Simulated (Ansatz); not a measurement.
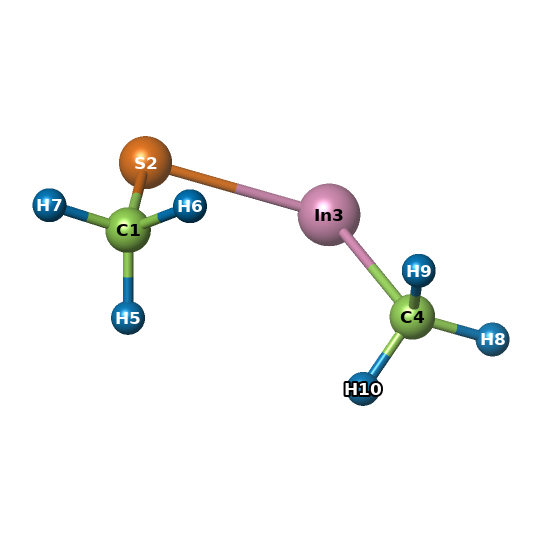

Atoms carry their numbers in the input. Charge 0, doublet. The computed structure is the end point of a PBE0-D4/def2-TZVP optimisation. No frequency run is at hand to confirm it as a minimum.

Question: What is the geometry at C4?

Answer: C4 has 4 neighbours (In3 at 2.20, H8 at 1.09, H9 at 1.09, H10 at 1.09 Å); the arrangement is tetrahedral.

Question: Describe the coordination of atom 2.

Answer: S2 has 2 neighbours (C1 at 1.82, In3 at 2.43 Å); the arrangement is bent.

Question: What is the geometry at C1?

Answer: C1 has 4 neighbours (S2 at 1.82, H5 at 1.09, H6 at 1.09, H7 at 1.09 Å); the arrangement is tetrahedral.

Question: What is the geometry at In3?

Answer: In3 has 2 neighbours (S2 at 2.43, C4 at 2.20 Å); the arrangement is bent.

Question: What is the dihedral angle C1–S2–In3–C4?

Answer: 1° in size, that is syn (eclipsed).
